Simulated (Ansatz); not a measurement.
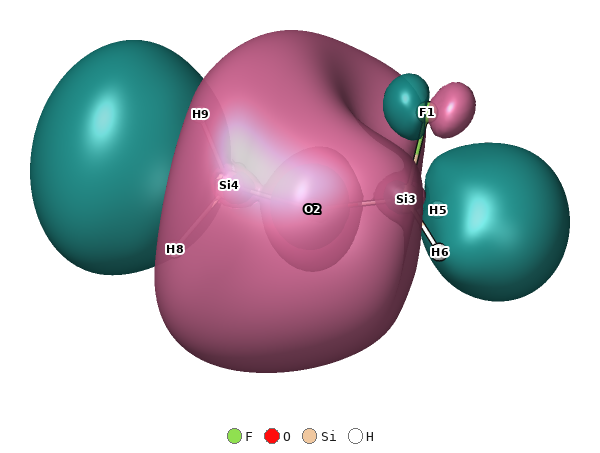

Figure 1: FH$_{5}$OSi$_{2}$. The LUMO at ±0.04 Å⁻³ᐟ² (teal and pink are the two phases), seen at a tilt.

Geometry: r2SCAN-D4/def2-SVP.

Theory: isolated molecule in a Gaussian basis; Kohn-Sham density functional theory, functional PBE0 (Ansatz).

The calculation's input:

```
crystal:
  periodic: [false, false, false]
  atoms:
    - {symbol: F, position_ang: [-0.581796, -0.510528, 3.762495]}
    - {symbol: O, position_ang: [-0.357574, 1.344457, 1.869428]}
    - {symbol: Si, position_ang: [-1.063942, -0.079240, 2.275862]}
    - {symbol: Si, position_ang: [1.040724, 2.178127, 1.520758]}
    - {symbol: H, position_ang: [-0.634738, -1.156398, 1.346611]}
    - {symbol: H, position_ang: [-2.532065, 0.113602, 2.307273]}
    - {symbol: H, position_ang: [1.992743, 1.294269, 0.783871]}
    - {symbol: H, position_ang: [0.685688, 3.347177, 0.671253]}
    - {symbol: H, position_ang: [1.678571, 2.647994, 2.782726]}
basis:
  gaussian:
    orbitals: def2-TZVPD
total_charge: 0
hamiltonian:
  xc: {name: PBE0}
output:
  forces: true
  orbitals: {seedname: orbitals}
```

Launched as:

```sh
ansatz run input.yaml --threads 1 --pin off --max-ram 2610MiB --events-out events.jsonl --progress --plain --runs-dir runs
```

Describe this orbital and give its energy.

Answer. It lies mainly on Si4 (about 45 %), Si3 (about 20 %), O2 (about 10 %) and H7 (about 5 %). Its energy is −0.34 eV.
